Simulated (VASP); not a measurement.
Band structure of LiH (rock salt). Method: PBE GGA, VASP's PBE PAW potentials (set 64) (plane waves; VASP).

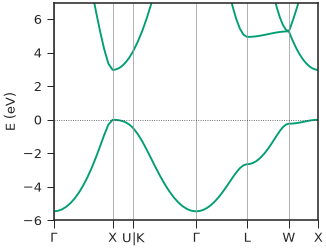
Figure. Bands along high-symmetry lines, zero at the valence-band maximum or, without a gap, the Fermi level

Task: Read the plot: is there a gap, and where are the band edges?

Result: The gap is direct, 2.97 eV, from the valence maximum at X to the conduction minimum at X. (Edges off the drawn lines would not show.)

The compound is LiH in the rock salt structure. It was relaxed first, which changed the volume by -6 %.
